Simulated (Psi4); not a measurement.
**CH2FN (SMILES N=CF) at CCSD/6-311G (density fitting)**

What is the vertical ionisation energy of CH2FN at CCSD/6-311G (density fitting)? 

Program for the calculation: Psi4 1.11.

## Step 1: The molecule

CH2FN has 5 atoms, charge 0, and is taken as a singlet. As SMILES, `N=CF`. The shape is that of a PBE0-D4/def2-TZVP optimisation.

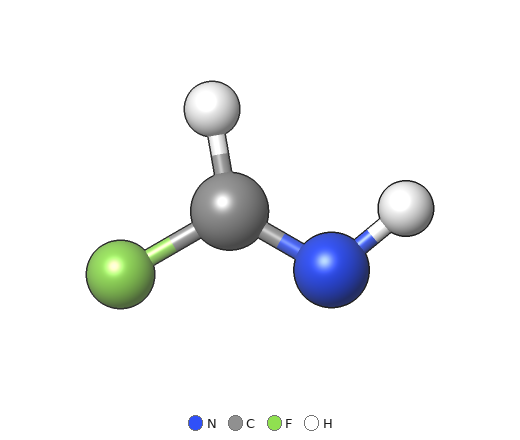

The structure, seen from a chosen angle (nitrogen blue, carbon grey, fluorine green, hydrogen white).

## Step 2: A single-point energy at CCSD/6-311G (density fitting)

File job.dat:

```
memory 1600 mb

molecule {
  0 1
  N
  C 1 R2
  F 2 R3 1 A3
  H 1 R4 2 A4 3 D4
  H 2 R5 1 A5 4 D5

  R2 = 1.241946
  R3 = 1.328461
  A3 = 120.03013
  R4 = 1.015738
  A4 = 110.55077
  D4 = -179.98971
  R5 = 1.091757
  A5 = 129.76896
  D5 = 0.02442
}

set basis 6-311G
set scf_type df

energy("ccsd")
print_variables()
```

The run is started by

```sh
$ psi4 job.dat job.out -n 1
```

job.out (excerpt; [...] marks lines left out):

```text
[...]
  Running in c1 symmetry.
[...]
  Nuclear repulsion =   68.557570891219385
[...]
  Multiplicity = 1
[...]
  Nalpha       = 12
  Nbeta        = 12
[...]
    Number of basis functions: 45
[...]
   @DF-RHF iter   1:  -192.76640394144937   -4.94954e-01   1.01659e-02 ADIIS/DIIS
[...]
   @DF-RHF iter  12:  -192.86565151238244   -5.68434e-13   2.31529e-09 DIIS
[...]
    Orbital Energies [Eh]
    ---------------------
    Doubly Occupied:
       1A    -26.318156     2A    -15.592716     3A    -11.399574
       4A     -1.654482     5A     -1.271708     6A     -0.884198
       7A     -0.791185     8A     -0.707883     9A     -0.700561
      10A     -0.626754    11A     -0.470467    12A     -0.469644
[...]
  @DF-RHF Final Energy:  -192.86565151238244
   => Energetics <=
    Nuclear Repulsion Energy =             68.5575708912193846
    One-Electron Energy =                -401.0717836596982124
    Two-Electron Energy =                 139.6485612560964000
    Total Energy =                       -192.8656515123824420
[...]
 Multipole Moments:
 ------------------------------------------------------------------------------------
     Multipole            Electronic (a.u.)      Nuclear  (a.u.)        Total (a.u.)
 ------------------------------------------------------------------------------------
 L = 1.  Multiply by 2.5417464519 to convert [e a0] to [Debye]
 Dipole X            :          0.0000424           -0.0000332            0.0000092
 Dipole Y            :         -1.6992453            3.1592467            1.4600015
 Dipole Z            :          1.6616575           -1.3554589            0.3061986
 Magnitude           :                                                    1.4917647
[...]
      * MP2 total energy                      = -193.264390465713291
[...]
      * CCSD total energy                     = -193.276466040026548
[...]
```

It took 3.9 s on 1 thread of Intel Xeon Platinum 8375C at 2.90GHz (Ice Lake), shared host; peak memory 0.22 GiB.

## Step 3: The doublet cation, same level

File ch2fn.xyz:

```xyz
5
CH2FN
N     -0.719900    -0.454400    -0.439800
C      0.296500    -0.034500     0.137300
F      1.242400    -0.884800     0.520800
H     -1.343900     0.314100    -0.667300
H      0.574800     0.986000     0.407600
```

File ch2fn.py:

```python
import psi4

psi4.set_memory('1600 MB')
psi4.set_num_threads(1)
psi4.core.set_output_file('run.log', False)

with open('ch2fn.xyz') as f:
    atoms = ''.join(f.readlines()[2:])
molecule = psi4.geometry('1 2\n' + atoms + '')

psi4.set_options(dict(basis='6-311G', reference='uhf', scf_type='df'))

energy_value, wavefunction = psi4.energy('ccsd', return_wfn=True)
print(f'ccsd energy: {energy_value:.10f} Eh')
```

The run is started by

```sh
$ python ch2fn.py
```

run.log (excerpt; [...] marks lines left out):

```text
[...]
  Running in c1 symmetry.
[...]
  Nuclear repulsion =   68.557568990751790
[...]
  Multiplicity = 2
[...]
  Nalpha       = 12
  Nbeta        = 11
[...]
    Number of basis functions: 45
[...]
   @DF-UHF iter   1:  -192.36639365126396   -9.49440e-02   8.37615e-03 ADIIS/DIIS
[...]
   @DF-UHF iter  19:  -192.48977753003663   -6.25278e-13   6.58314e-09 DIIS
[...]
   @S^2 Observed:                8.626514131E-01
[...]
    Orbital Energies [Eh]
    ---------------------
    Alpha Occupied:
       1A    -26.608284     2A    -16.032630     3A    -11.728674
       4A     -1.937258     5A     -1.674968     6A     -1.205928
       7A     -1.132172     8A     -1.055239     9A     -0.983425
      10A     -0.951377    11A     -0.890638    12A     -0.878024
    Alpha Virtual:
      13A     -0.157343    14A     -0.094516    15A     -0.029860
      16A      0.058235    17A      0.133840    18A      0.242056
      19A      0.295022    20A      0.319350    21A      0.375638
      22A      0.433071    23A      0.517244    24A      0.519638
      25A      0.578240    26A      0.675709    27A      0.983320
[...]
  @DF-UHF Final Energy:  -192.48977753003663
   => Energetics <=
    Nuclear Repulsion Energy =             68.5575689907517898
    One-Electron Energy =                -393.2299992527549648
    Two-Electron Energy =                 132.1826527319665274
    Total Energy =                       -192.4897775300366334
  UHF NO Occupations:
  HONO-2 :   10  A 1.9978379
  HONO-1 :   11  A 1.9469941
[...]
 Multipole Moments:
 ------------------------------------------------------------------------------------
     Multipole            Electronic (a.u.)      Nuclear  (a.u.)        Total (a.u.)
 ------------------------------------------------------------------------------------
 L = 1.  Multiply by 2.5417464519 to convert [e a0] to [Debye]
 Dipole X            :          0.7158581           -2.2130093           -1.4971512
 Dipole Y            :         -0.9434297            2.4948084            1.5513787
 Dipole Z            :          0.2529081           -0.8346456           -0.5817375
 Magnitude           :                                                    2.2330822
[...]
      * MP2 total energy                      = -192.848890361561786
[...]
      * CCSD total energy                     = -192.872572280219600
```

Standard output:

```text
ccsd energy: -192.8725722802 Eh
```

It took 9 s on 1 thread of Intel Xeon Platinum 8375C at 2.90GHz (Ice Lake), shared host; peak memory 0.23 GiB.

## Step 4: Results

At CCSD/6-311G (density fitting):

| quantity | value |
| --- | --- |
| singlet CH2FN: total energy | -193.27647 Eh |
| singlet CH2FN: HOMO energy (Hartree–Fock orbitals) | -12.78 eV |
| singlet CH2FN: LUMO energy (Hartree–Fock orbitals) | 3.79 eV |
| singlet CH2FN: HOMO–LUMO gap (Hartree–Fock orbitals) | 16.57 eV |
| singlet CH2FN: correlation energy | -410.8 mEh |
| singlet CH2FN: T1 diagnostic | 0.012 |
| doublet cation: total energy | -192.87257 Eh |
| doublet cation: HOMO energy (Hartree–Fock orbitals) (highest over α and β) | -21.38 eV |
| doublet cation: LUMO energy (Hartree–Fock orbitals) (lowest over α and β) | -8.14 eV |
| doublet cation: correlation energy | -382.8 mEh |
| doublet cation: ⟨S²⟩ | 0.863 |
| doublet cation: T1 diagnostic | 0.037 |
| vertical ionisation energy (to the doublet cation) | 10.991 eV |

In words: The vertical ionisation energy comes to 10.99 eV (1060 kJ/mol). ⟨S²⟩ (doublet cation) is 0.86 where a pure doublet has 0.75: the reference is spin-contaminated.
